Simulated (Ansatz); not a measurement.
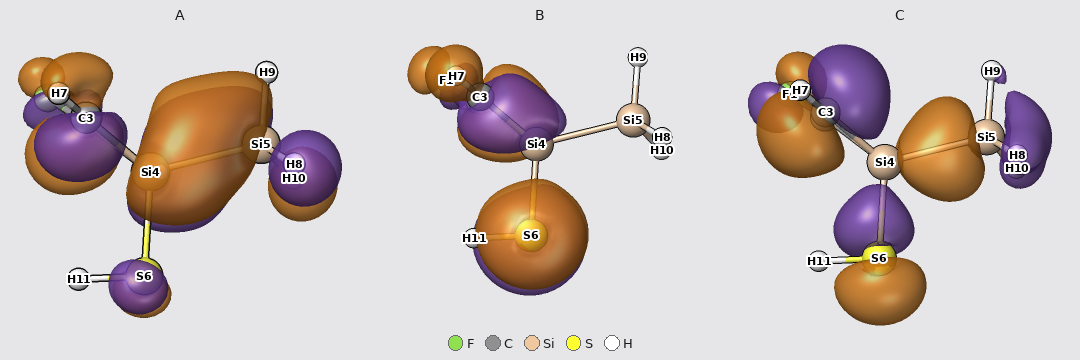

*C₂H₅FSSi₂ (SMILES FC1=C[Si]1([SiH3])S). Three frontier orbitals at ±0.08 Å⁻³ᐟ² (orange and purple are the two phases), in no order.*

Method: Ansatz, RKS r2SCANh/6-31G*.

Input file:

```
crystal:
  periodic: [false, false, false]
  atoms:
    - { symbol: F, position_ang: [-0.6117, -1.402, 2.0287] }
    - { symbol: C, position_ang: [-0.7981, -1.2782, 0.6873] }
    - { symbol: C, position_ang: [0.1165, -1.7631, -0.1162] }
    - { symbol: Si, position_ang: [-0.1546, -0.0974, -0.5434] }
    - { symbol: Si, position_ang: [0.8391, 1.6439, 0.3015] }
    - { symbol: S, position_ang: [-1.6525, 0.1011, -2.086] }
    - { symbol: H, position_ang: [1.0102, -2.373, 0.2001] }
    - { symbol: H, position_ang: [1.4289, 2.5436, -0.7573] }
    - { symbol: H, position_ang: [1.9981, 1.2607, 1.2052] }
    - { symbol: H, position_ang: [-0.049, 2.5015, 1.1827] }
    - { symbol: H, position_ang: [-2.0617, -1.1941, -2.0819] }
basis:
  gaussian: { orbitals: "6-31G*" }
hamiltonian:
  xc: r2scanh
relax:
  f_tol: 0.015
  max_steps: 40
output:
  orbitals: {}
```

Launched as:

```sh
ansatz run input.yaml --threads 2 --pin off --max-ram 3072MiB --backend cpu --events-out ev --progress --plain --runs-dir out
```

The fields are those of the run's last geometry, not of the input's.

**Order the three orbitals by energy and name them.**

C is the HOMO−1 (−7.24 eV). Its weight (Hirshfeld) is mainly on C3 (about 25 %), C2 (about 15 %), Si5 (about 15 %), Si4 (about 15 %), S6 (about 15 %) and F1 (about 10 %). B is the HOMO (−6.82 eV). By Hirshfeld shares it lies mainly on S6 (about 55 %), C2 (about 15 %), Si4 (about 10 %) and C3 (about 10 %). A is the LUMO (−0.80 eV). Its weight (Hirshfeld) is mainly on Si4 (about 35 %), Si5 (about 20 %), C2 (about 15 %) and C3 (about 10 %).

**What is the HOMO–LUMO gap?**

6.02 eV between the orbital energies.
